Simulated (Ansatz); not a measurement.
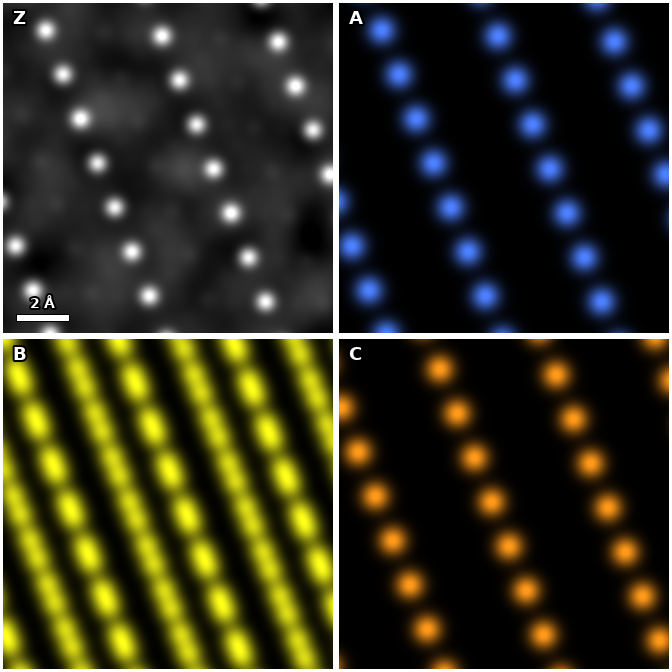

TaSiO4 (P-43m, No. 215) along [210]. Panel Z: Simulated incoherent Z contrast: every atom adds Z^1.7 spread by a probe of 0.61 Å full width; channelling and multiple scattering are left out. The probe carries 15 % of its weight in a tail 2.5 times as wide. The speckle of an amorphous layer was added. The other panels are simulated element maps (the number of atoms of one element along the beam, blurred by 0.9 Å; each on its own scale, no channelling). Structure used: the end point of a relaxation with DFT PBE, scalar-relativistic, plane waves, PAW (Ansatz 0.2.0); the starting structure was generated, so it need not be a known form of this composition.

```
CELL_PARAMETERS angstrom
4.13927 0.00000 0.00000
0.00000 4.13927 0.00000
0.00000 0.00000 4.13927
ATOMIC_POSITIONS crystal
Ta 0.00000 0.00000 0.00000
Si 0.50000 0.50000 0.50000
O 0.27093 0.27093 0.27093
O 0.72907 0.72907 0.27093
O 0.72907 0.27093 0.72907
O 0.27093 0.72907 0.72907
```

Question: Which element does each lettered map show?

Answer: A: Ta, B: O, C: Si. The projected cell (1.85 × 4.14 Å, 90°) holds 6 columns: 4 of O, 1 of Ta and 1 of Si. No column is shared by two of the mapped elements.
